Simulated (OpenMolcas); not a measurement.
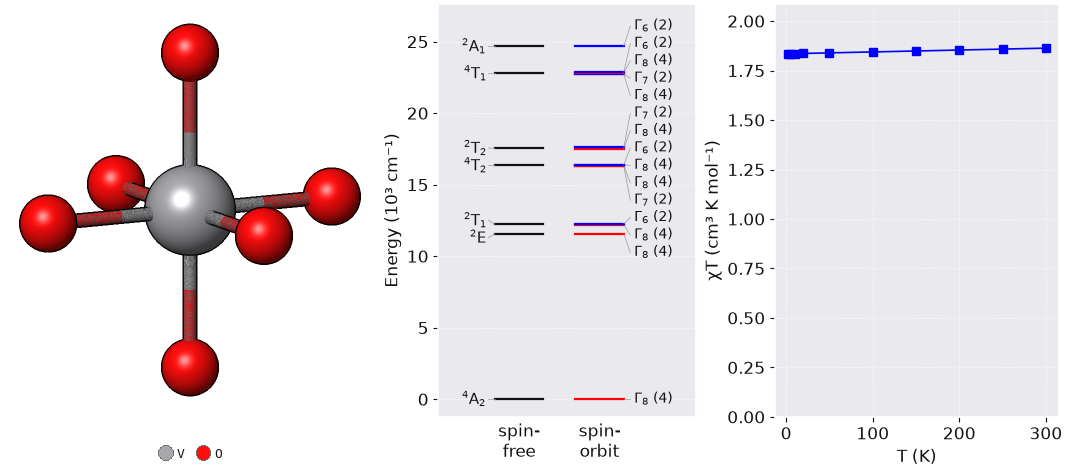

V²⁺ (3d³) as a dopant in MgO, a cluster with its 6 nearest O²⁻ at 2.147 Å (octahedron) embedded in model potentials and point charges; the geometry was set, not optimised, and its levels and susceptibility. Labels give the representation in O, Td, D4 or D3 as the site allows (double group for half-integer spin) where it could be assigned and, in brackets, the degeneracy; spin-free states, where drawn, share the zero of the spin-orbit levels. The calculation used state-averaged SS-CASPT2, IPEA shift 0.25, imaginary shift 0.1 hartree, closed shells 3s 3p correlated, active space 3 electrons in the shell 3d, basis ANO-RCC-VTZP on the metal and ANO-RCC-VDZP on the ligands, DKH2 scalar Hamiltonian, spin-orbit coupling by RASSI with atomic mean-field integrals (OpenMolcas). Powder susceptibility by Van Vleck's formula.

> What does the figure show?

The ground level is Γ₈, 4-fold degenerate, 100 % from states of spin multiplicity 4. The next level lies at 11,600 cm⁻¹ (Γ₈). The lowest spin-free state is ⁴A₂; of the same spin there follow at 16,400 cm⁻¹ (⁴T₂) and 22,800 cm⁻¹ (⁴T₁) above it. χT is 1.83 cm³ K mol⁻¹ at 2 K and 1.86 at 300 K, an effective moment of 3.86 μB.

Caveat: the geometry is set by hand, with no relaxation and no charge compensation.
